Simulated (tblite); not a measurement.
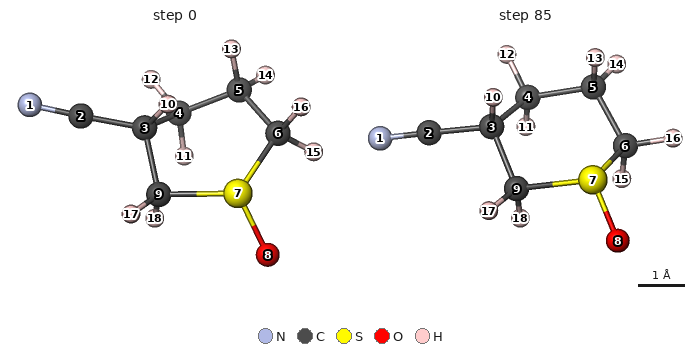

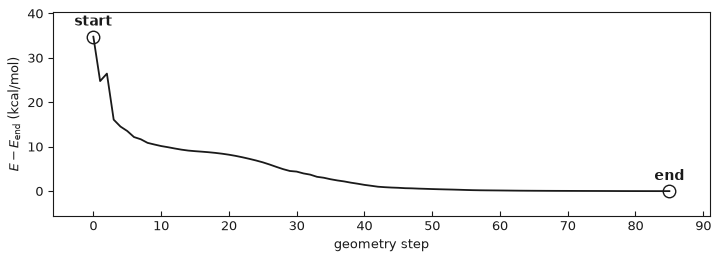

First and last geometry of a relaxation of C$_{6}$H$_{9}$NOS, with the history of the run. A ball-and-stick model, seen at a tilt.

Computed with GFN2-xTB geometry optimisation, gas phase (tblite 0.8.0). 

Q: What do the curves and the structures tell?

A: It converged. Over 85 geometry steps the energy falls by 34.8 kcal/mol. The atom that moves furthest after the best rigid fit is H16 (1.24 Å). By element the largest moves are H 1.24 Å, N 0.95 Å, O 0.80 Å, S 0.53 Å, C 0.50 Å. Near-neighbour distances that change, for instance: S7–O8 1.530 → 1.460 Å, C6–S7 1.788 → 1.854 Å, S7–C9 1.810 → 1.859 Å, C5–H14 1.131 → 1.092 Å. Bond angles that change, for instance: C6–S7–C9 112.4° → 93.8°, C4–C3–C9 103.9° → 111.7°, C6–S7–O8 112.5° → 106.0°. Groups turn about C6–S7 by about 45°, C5–C6 by about 45°, C3–C4 by about 35°.
